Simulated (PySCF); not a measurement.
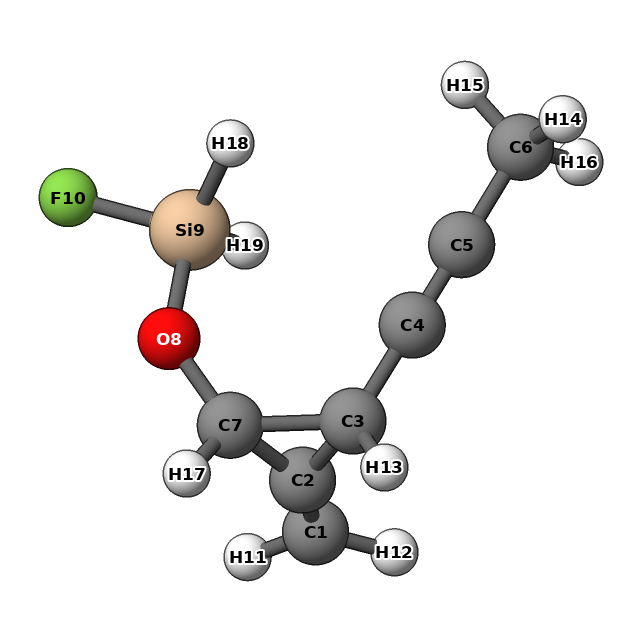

The computed structure is the end point of a GFN2-xTB optimisation. No frequency run is at hand to confirm it as a minimum. Level of theory: GIAO PBE0/pcSseg-1 NMR shielding, non-relativistic, gas phase (PySCF 2.14.0). Principal shieldings σ11 ≤ σ22 ≤ σ33, span Ω = σ33 − σ11, skew κ = 3(σiso − σ22)/Ω.

Give the shielding tensors of the Si atoms.

```csv
atom,σ11,σ22,σ33,σiso,Ω,κ
Si9,376.2,388.1,396.5,386.9,20.3,−0.17
```

Shieldings and span in ppm.

The geometry is semi-empirical. Around Si such bond lengths and angles can be off by a tenth of an ångström or more and by several degrees, and values that hang on the shape move with them.
